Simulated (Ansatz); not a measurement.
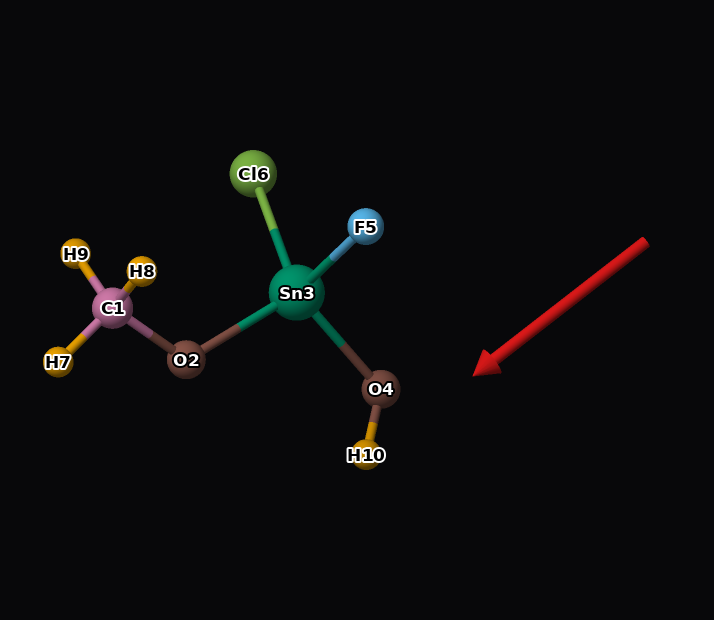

The arrow beside the molecule shows the direction of the dipole moment, from the negative to the positive end (its length means nothing). Computed geometry: PBE0-D4/def2-TZVP optimisation. No frequency run is at hand to confirm it as a minimum. Method: RKS PBE-D4/def2-TZVPP, core potentials on Sn (Ansatz 0.2.0).

How large is the dipole moment?

Answer. 2.41 D; it points from the side of F5 to the side of H7 (the outermost atoms at the two ends).
